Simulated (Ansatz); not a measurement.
Partial pair distribution functions of a relaxed model of amorphous Si18Na6K6O42, broadened by 0.06 Å; density 2.09 g/cm³. The numbers are results of PBE, scalar-relativistic without spin-orbit coupling (plane waves to 420 eV, PAW; Ansatz, a quantum-chemistry and plane-wave program), not measurements.

The cell was made by melting and quenching with the CHGNet potential and then relaxed with DFT. O atoms were pushed apart under 1.9 Å during the dynamics, to hinder bonds among them. The hot cell started wider than the set density and was brought back towards it in steps. It is the lowest in DFT energy of 2 quenches. It is a model cell: composition and starting density were chosen by hand, and all elements were melted together. No dispersion term was used. Its density started from a set value of 2.34 and ended at 2.09 g/cm³. Cooling (nominally 260 K/ps over its main leg) ran many orders faster than in experiment, which tends to leave more defects and strain. Values belong to this one cell and scatter from quench to quench. Volume and shape were free in the relaxation.

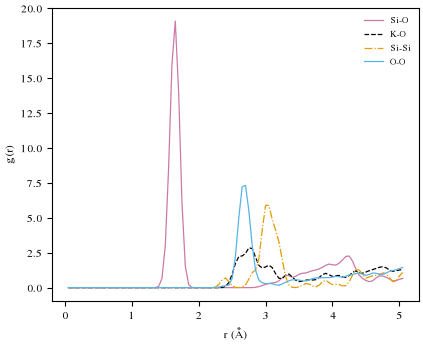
Partial pair distribution functions

Highest peaks under 4.5 Å: Si-O near 1.65 Å, K-O near 2.75 Å, Si-Si near 3.00 Å, O-O near 2.70 Å; pairs of few atoms are noisy.

Within 1.92 Å each Si has 4.00 O neighbours on average.
